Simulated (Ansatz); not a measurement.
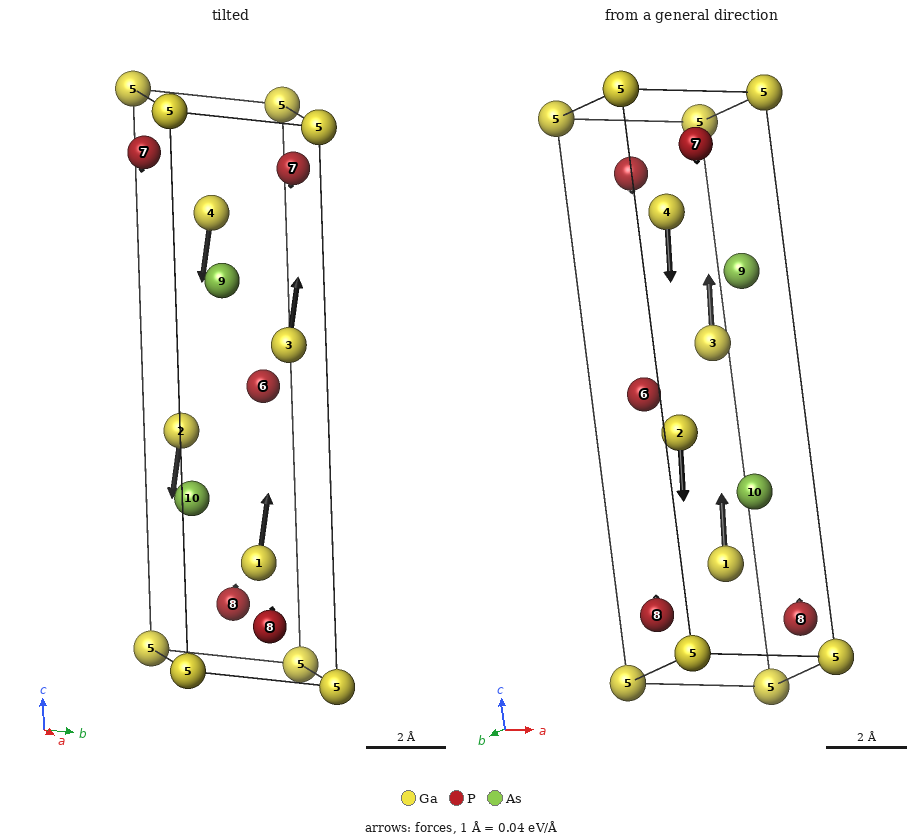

This spheres-only model is shown slightly off an axis and from a general direction. Thin lines show the cell (the run's own, in a reduced setting), with boundary atoms drawn in all their periodic places. The arrows are the computed forces on the atoms.

System: Ga₅As₂P₃. The calculation used DFT r2SCAN, scalar-relativistic, plane waves, PAW in Ansatz, with a kinetic-energy cutoff of 500 eV, k-points about 0.22 Å⁻¹ apart, Gaussian smearing of 0.02 eV, no spin polarisation.

Question: Judging by the arrows, is the geometry relaxed?

Answer: No. The atoms still feel forces of up to about 0.056 eV/Å, above a usual threshold of 0.01 to 0.03 eV/Å.

The initial geometry was a structure type filled with these elements by a generator (whether the compound takes this form wasn't checked). Earlier steps of the study, as a rule a relaxation of our own, may have changed the cell and positions, so they can lie some per cent off the listed ones. A calculation with Ansatz used it as input.
